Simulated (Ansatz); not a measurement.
# BClH4OSn: rotation by 120° about the B1–Sn2 bond, part 2 of 2

Aim: the minimum-energy path and barrier of the rotation by 120° about the B1–Sn2 bond. The ends are relaxed first, then joined by a nudged elastic band. SMILES of the start: [BH2][SnH]([OH])[Cl].

Ansatz 0.2.0; RHF/def2-SVP. The steps go on from the part before.

## (7) Images and barrier

The 7 inner images lie between the fixed ends 0 and 8. Energy is taken from image 0, and the path length is the program's own coordinate along the band.

```tsv
image	path (Å)	energy (eV)	dihedral H5–B1–Sn2–Cl4 (°)	band force (eV/Å)
0	0.000	0.0000	-59	-
1	0.444	0.0007	-41	0.023
2	0.888	0.0005	-22	0.037
3	1.332	0.0002	-4	0.035
4	1.777	-0.0003	15	0.020
5	2.226	0.0006	35	0.029
6*	2.667	0.0007	53	0.035
7	3.115	0.0001	71	0.024
8	3.556	-0.0015	89	-
```

The star marks the climbing image.

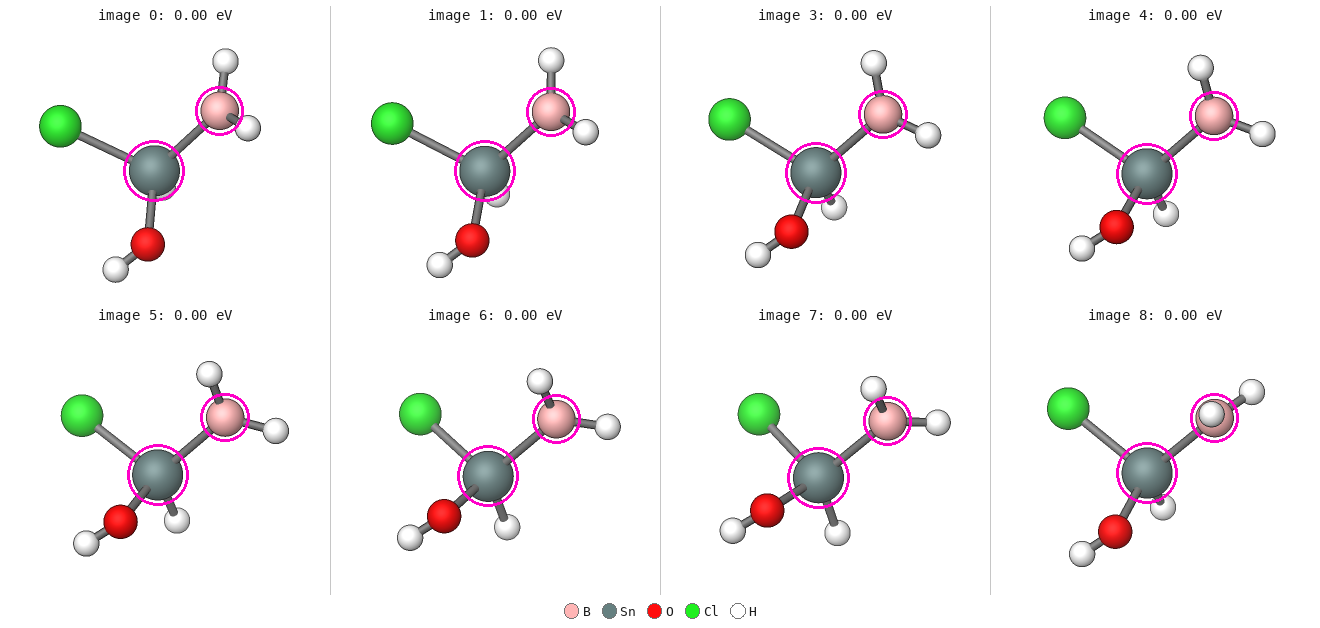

Snapshots along the band, viewed from a free direction. Ringed: B1, Sn2. Sticks join atoms closer than a bonding distance in each image.

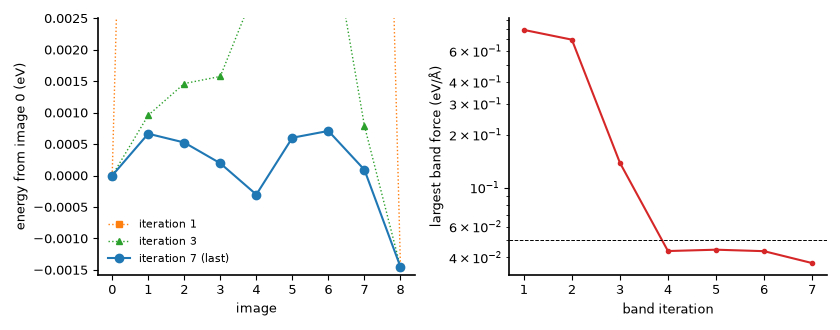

Left: energy of each image for early iterations and the last one (lines only join the points; early values far above the last band run off the scale). Right: the largest band force by iteration, with the threshold dashed.

How the highest energy settled:

```tsv
iteration	highest image above image 0 (eV)	largest band force (eV/Å)
1	0.0898	0.792
2	0.1298	0.697
3	0.0048	0.139
4	0.0024	0.044
5	0.0022	0.044
6	0.0010	0.043
7	0.0007	0.037
```

The band as a trajectory file:

```xyz
8
image=0 dE=0.0000
B    -0.736    1.590   -0.144
Sn    0.487   -0.323   -0.205
O     0.246   -1.301    1.478
Cl   -0.448   -1.724   -1.879
H    -0.827    2.259   -1.130
H    -1.288    1.921    0.861
H     2.155   -0.269   -0.559
H     0.503   -2.210    1.521
8
image=1 dE=0.0007
B    -0.706    1.604   -0.119
Sn    0.497   -0.321   -0.194
O     0.075   -1.372    1.407
Cl   -0.252   -1.646   -2.015
H    -0.975    2.178   -1.131
H    -1.060    2.043    0.933
H     2.192   -0.258   -0.374
H     0.321   -2.284    1.438
8
image=2 dE=0.0005
B    -0.684    1.612   -0.090
Sn    0.508   -0.318   -0.182
O    -0.076   -1.438    1.319
Cl   -0.048   -1.555   -2.128
H    -1.145    2.088   -1.084
H    -0.838    2.158    0.961
H     2.212   -0.253   -0.189
H     0.163   -2.352    1.337
8
image=3 dE=0.0002
B    -0.670    1.617   -0.055
Sn    0.522   -0.313   -0.163
O    -0.204   -1.502    1.218
Cl    0.150   -1.436   -2.217
H    -1.322    1.983   -0.987
H    -0.635    2.273    0.943
H     2.220   -0.262   -0.011
H     0.032   -2.417    1.215
8
image=4 dE=-0.0003
B    -0.659    1.620   -0.014
Sn    0.549   -0.302   -0.137
O    -0.312   -1.550    1.111
Cl    0.339   -1.301   -2.280
H    -1.488    1.861   -0.838
H    -0.468    2.384    0.885
H     2.229   -0.300    0.156
H    -0.097   -2.469    1.062
8
image=5 dE=0.0006
B    -0.646    1.625    0.028
Sn    0.555   -0.303   -0.107
O    -0.425   -1.617    0.975
Cl    0.520   -1.128   -2.333
H    -1.618    1.757   -0.651
H    -0.315    2.492    0.780
H     2.202   -0.355    0.330
H    -0.181   -2.528    0.922
8
image=6 dE=0.0007
B    -0.629    1.631    0.072
Sn    0.553   -0.307   -0.067
O    -0.526   -1.685    0.822
Cl    0.694   -0.937   -2.353
H    -1.706    1.681   -0.438
H    -0.190    2.580    0.650
H     2.156   -0.430    0.502
H    -0.260   -2.590    0.757
8
image=7 dE=0.0001
B    -0.615    1.636    0.126
Sn    0.535   -0.319   -0.024
O    -0.609   -1.761    0.652
Cl    0.870   -0.759   -2.333
H    -1.764    1.665   -0.196
H    -0.072    2.634    0.497
H     2.080   -0.494    0.675
H    -0.333   -2.659    0.547
8
image=8 dE=-0.0015
B    -0.695    1.607    0.059
Sn    0.535   -0.292   -0.146
O    -0.154   -1.624    1.118
Cl    0.076   -1.145   -2.315
H    -1.807    1.535    0.487
H    -0.251    2.661   -0.289
H     2.236   -0.284   -0.032
H     0.154   -2.516    1.061
```

## (8) Frequencies at the highest image

The geometry is the highest inner image of the first converged band.

The input, input.yaml:

```yaml
crystal:
  periodic: [false, false, false]
  atoms:
    - { symbol: B, position_ang: [-0.629402, 1.631075, 0.072471] }
    - { symbol: Sn, position_ang: [0.553396, -0.30749, -0.067439] }
    - { symbol: O, position_ang: [-0.526341, -1.68508, 0.822052] }
    - { symbol: Cl, position_ang: [0.694173, -0.937176, -2.353131] }
    - { symbol: H, position_ang: [-1.705999, 1.680667, -0.438377] }
    - { symbol: H, position_ang: [-0.189944, 2.580241, 0.649715] }
    - { symbol: H, position_ang: [2.156462, -0.42974, 0.501837] }
    - { symbol: H, position_ang: [-0.260145, -2.589698, 0.757171] }
basis:
  gaussian: { orbitals: def2-SVP }
hamiltonian:
  xc: hf
phonons: {}
```

Launch:

```sh
$ ansatz run input.yaml --threads 1 --pin off --max-ram 2048MiB --backend cpu --events-out ev --progress --plain --runs-dir out
```

The log of the run, shortened:

```text
Warning: RAYON_NUM_THREADS=1 ignored (pool sized by the plan → 1); use --threads N
[...]
Functional definition: HF
[...]
1056 factors; integrals over basis functions are off by at most 3.6e-4 eV
[...]
mean field -21075.59720101 eV, -774.5139115844 hartree, gradient 3.4e-5 eV, S^2 0.000000; 0 other end points of the search recorded, 0 dependent functions left out
[...]
reference -21075.59720101 eV, -774.5139115844 hartree; 28, 28 occupied and 64, 64 virtual orbitals, 1056 factors
[...]
1056 factors; integrals over basis functions are off by at most 3.6e-4 eV
[...]
mean field -21075.59715466 eV, -774.5139098811 hartree, gradient 2.3e-6 eV, S^2 0.000000; 0 other end points of the search recorded, 0 dependent functions left out
[...]
reference -21075.59715466 eV, -774.5139098811 hartree; 28, 28 occupied and 64, 64 virtual orbitals, 1056 factors
[...]
1056 factors; integrals over basis functions are off by at most 3.6e-4 eV
[...]
WARN: phonons: modes at or below zero, which the zero-point energy, F, S and C_V leave out: 1, the lowest at -49.02 cm⁻¹. A minimum has none, and a first-order saddle one
[...]
Total energy: -21075.59720101 eV, -774.5139115844 hartree
Atom 0 at    -0.629402     1.631075     0.072471 Å, force     0.022278    -0.034768     0.034018 eV/Å
Atom 1 at     0.553396    -0.307490    -0.067439 Å, force    -0.007079    -0.008588    -0.011992 eV/Å
Atom 2 at    -0.526341    -1.685080     0.822052 Å, force     0.016592     0.009668    -0.014166 eV/Å
Atom 3 at     0.694173    -0.937176    -2.353131 Å, force    -0.001554     0.002413     0.015273 eV/Å
Atom 4 at    -1.705999     1.680667    -0.438377 Å, force    -0.009853     0.009334    -0.013568 eV/Å
Atom 5 at    -0.189944     2.580241     0.649715 Å, force    -0.010216     0.021714    -0.010724 eV/Å
Atom 6 at     2.156462    -0.429740     0.501837 Å, force    -0.004994    -0.003712    -0.001757 eV/Å
Atom 7 at    -0.260145    -2.589698     0.757171 Å, force    -0.005175     0.003940     0.002916 eV/Å
Dipole moment:     0.154645     0.357153     0.389742 e Å
Vibrations: -49.02 122.90 149.05 153.19 231.72 373.23 524.92 578.33 653.49 679.88 714.76 828.89 929.72 1241.33 2041.26 2717.15 2835.65 4193.92 cm⁻¹, zero-point energy 1.175952 eV
```

It took 92 s on 1 thread of Arm Neoverse V1, shared host; peak memory 0.28 GiB.

Of 18 modes, 1 is imaginary by more than 30 cm⁻¹ (49i cm⁻¹).

## (9) Another band, settings changed

crystal.atoms is end A as relaxed above, and neb.final_atoms is end B, turned to lie on A. With 6 inner images the band has 8 in all.

The input, input.yaml:

```yaml
crystal:
  periodic: [false, false, false]
  atoms:
    - { symbol: B, position_ang: [-0.735798, 1.589937, -0.144024] }
    - { symbol: Sn, position_ang: [0.487298, -0.322785, -0.204518] }
    - { symbol: O, position_ang: [0.246191, -1.301349, 1.477993] }
    - { symbol: Cl, position_ang: [-0.447507, -1.723924, -1.879032] }
    - { symbol: H, position_ang: [-0.827064, 2.258646, -1.129726] }
    - { symbol: H, position_ang: [-1.288466, 1.920876, 0.861027] }
    - { symbol: H, position_ang: [2.154818, -0.268683, -0.558702] }
    - { symbol: H, position_ang: [0.502728, -2.209918, 1.521282] }
basis:
  gaussian: { orbitals: def2-SVP }
hamiltonian:
  xc: hf
neb:
  order_check: false
  images: 6
  f_tol: 0.05
  max_iterations: 60
  initial_path: idpp
  climbing: false
  final_atoms:
    - { symbol: B, position_ang: [-0.73569039, 1.58507487, -0.13485143] }
    - { symbol: Sn, position_ang: [0.51281748, -0.31205019, -0.17871285] }
    - { symbol: O, position_ang: [0.11099472, -1.36453182, 1.42669781] }
    - { symbol: Cl, position_ang: [-0.28728922, -1.5865449, -2.01715465] }
    - { symbol: H, position_ang: [-1.75093641, 1.59732715, 0.49297782] }
    - { symbol: H, position_ang: [-0.40217891, 2.5481892, -0.75901647] }
    - { symbol: H, position_ang: [2.20561386, -0.27619412, -0.37796058] }
    - { symbol: H, position_ang: [0.43886888, -2.24847019, 1.49232036] }
```

Launch:

```sh
$ ansatz run input.yaml --threads 1 --pin off --max-ram 2048MiB --backend cpu --events-out ev --progress --plain --runs-dir out
```

The log of the run, shortened:

```text
Warning: RAYON_NUM_THREADS=1 ignored (pool sized by the plan → 1); use --threads N
[...]
[... 1 set-up line as earlier in the session ...]
[...]
1056 factors; integrals over basis functions are off by at most 4.1e-4 eV
[...]
mean field -21075.59790977 eV, -774.5139376307 hartree, gradient 2.6e-5 eV, S^2 0.000000; 0 other end points of the search recorded, 0 dependent functions left out
[...]
reference -21075.59790977 eV, -774.5139376307 hartree; 28, 28 occupied and 64, 64 virtual orbitals, 1056 factors
1056 factors; integrals over basis functions are off by at most 4.1e-4 eV
[...]
mean field -21075.59936116 eV, -774.5139909684 hartree, gradient 3.7e-5 eV, S^2 0.000000; 0 other end points of the search recorded, 0 dependent functions left out
[...]
reference -21075.59936116 eV, -774.5139909684 hartree; 28, 28 occupied and 64, 64 virtual orbitals, 1056 factors
[...]
NEB iter   4: max|band force component| = 4.469e-2 eV/Å  barrier→ = 0.0026 eV  barrier← = 0.0040 eV  Δτ_max = 0.0000 Å  (455 SCF iters)
Total energy: -21075.59532120 eV, -774.5138425024 hartree
Atom 0 at    -0.637662     1.629735     0.058629 Å, force    -0.011213     0.044370     0.007729 eV/Å
Atom 1 at     0.535980    -0.312703    -0.081032 Å, force     0.038608     0.017436    -0.003822 eV/Å
Atom 2 at    -0.495219    -1.688489     0.861302 Å, force    -0.039301     0.000289     0.020938 eV/Å
Atom 3 at     0.647286    -0.997905    -2.349196 Å, force    -0.005514    -0.003647    -0.015724 eV/Å
Atom 4 at    -1.685673     1.735249    -0.503245 Å, force     0.011115    -0.031853     0.002707 eV/Å
Atom 5 at    -0.203526     2.550101     0.686822 Å, force    -0.018391    -0.004992    -0.003413 eV/Å
Atom 6 at     2.151455    -0.381927     0.459788 Å, force     0.015772    -0.022456     0.000472 eV/Å
Atom 7 at    -0.220441    -2.591261     0.811231 Å, force     0.008923     0.000852    -0.008887 eV/Å
Dipole moment:     0.148352     0.363016     0.374264 e Å
this run last wrote the band of iteration 4 to <dir>
```

Wall time 70 s (1 thread of Arm Neoverse V1, shared host); peak memory 0.28 GiB.

## (10) Images and barrier

The 6 inner images lie between the fixed ends 0 and 7. Energy is taken from image 0, and the path length is the program's own coordinate along the band.

```tsv
image	path (Å)	energy (eV)	dihedral H5–B1–Sn2–Cl4 (°)	band force (eV/Å)
0	0.000	0.0000	-59	-
1	0.506	0.0007	-38	0.026
2	1.012	0.0004	-17	0.038
3	1.517	0.0003	4	0.038
4	2.023	0.0019	26	0.045
5	2.529	0.0026	48	0.044
6	3.035	0.0005	69	0.028
7	3.540	-0.0015	89	-
```

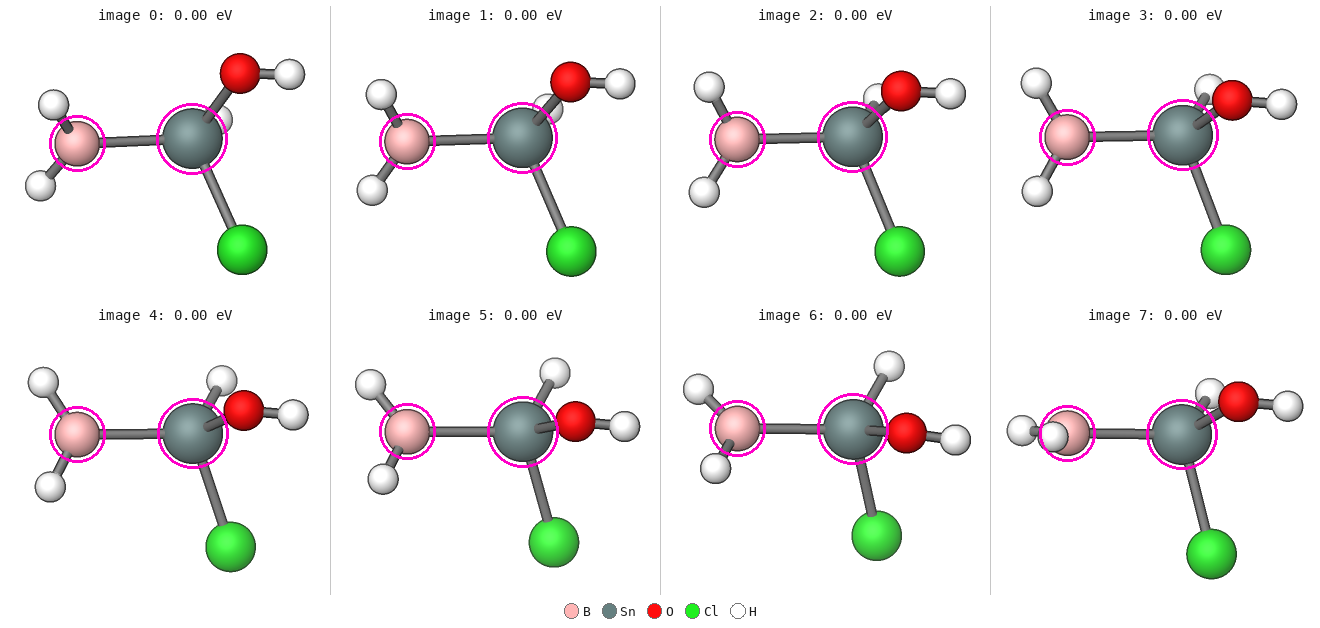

The images of the last band, seen from a free direction. Ringed: B1, Sn2. Sticks join atoms closer than a bonding distance in each image.

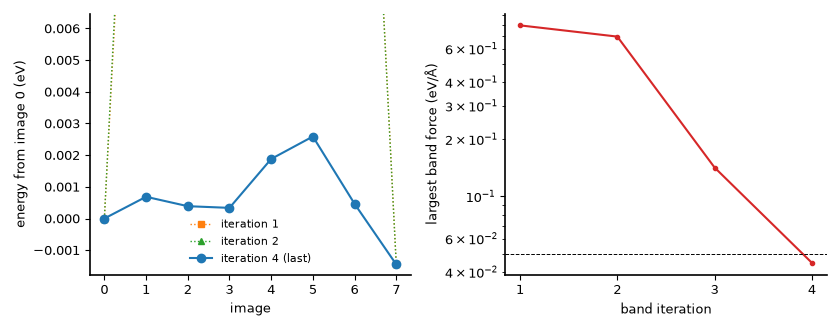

Left: energy of each image for early iterations and the last one (lines only join the points; early values far above the last band run off the scale). Right: the largest band force by iteration, with the threshold dashed.

## (11) Outcome

The summary covers parts 1 to 2.

| quantity | value |
| --- | --- |
| end A | 6 moves, 0.439 eV lower |
| end B | 25 moves, 0.457 eV lower |
| first band: barrier forwards | 0.001 eV |
| first band: barrier backwards | 0.002 eV |
| first band: second end relative to first | -0.001 eV |
| first band: highest image | 6 of 0 to 8, climbing |
| first band: band iterations | 7 |
| imaginary modes at the top | 49i cm⁻¹ |
| second band | top 0.003 eV above image 0, 4 iterations, 6 inner images, none climbing |
| time, first and second band | 87 s and 70 s |

In the first band: along this path the system climbs 0.001 eV from the first end (0.0 kT at 300 K). The two ends lie within 2 meV of each other. Both sides of the top are under 10 meV high, within the band's own error, so no barrier is resolved. The listed dihedral goes from -59° at end A through 53° at the highest image to 89° at end B; the relaxed ends differ by 148° in it rather than the 120° set up, and other torsions can move along the band as well. The image tested for vibrations has 1 imaginary mode over 30 cm⁻¹, but on so flat a path that settles little. The second band's top lies 2 meV above the first's. Zero-point energy and entropy are left out.
